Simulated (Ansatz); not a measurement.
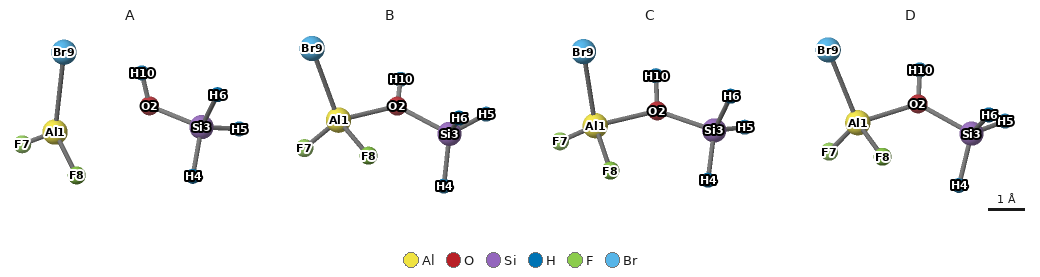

4 geometries from one relaxation of AlSiH4OBrF2, in shuffled order. A ball-and-stick model, seen face on.

The run prepares an end point of a later path (reaction) calculation, from a guessed geometry.

These are results of RKS PBE0-D4/def2-SVP (Ansatz), not measurements. Set-up: no spin polarisation; force threshold 0.03 eV/Å; at most 50 steps.

### Put them in the order of the run, from the start to the converged end.

A, C, D, B. They are steps 0, 4, 9, 21, at +1.245 eV, +0.157 eV, +0.037 eV relative to the last. F8 moves most after the best rigid fit: 1.05 Å. By element the largest moves are F 1.05 Å, H 0.93 Å, Al 0.74 Å, Si 0.41 Å, O 0.39 Å, Br 0.35 Å. Some distances before and after: Al1–O2 2.955 → 1.904 Å, Al1–Si3 4.120 → 3.136 Å, Al1–Br9 2.363 → 2.257 Å, O2–Si3 1.692 → 1.752 Å. New bonds form, among them: Al1–O2 (2.95 → 1.90 Å). Bond angles that change, for instance: O2–Si3–H5 110.6° → 101.5°, H4–Si3–H6 110.6° → 115.3°, F7–Al1–F8 120.6° → 115.9°. Groups turn about O2–Si3 by about 90°. After 21 geometry steps the energy has fallen by 1.245 eV. The largest force component goes from 1.3 to 0.011 eV/Å.

Limits of the set-up: the start holds two separate molecules, 2.8 Å apart at their closest, whose relative position is a soft coordinate.
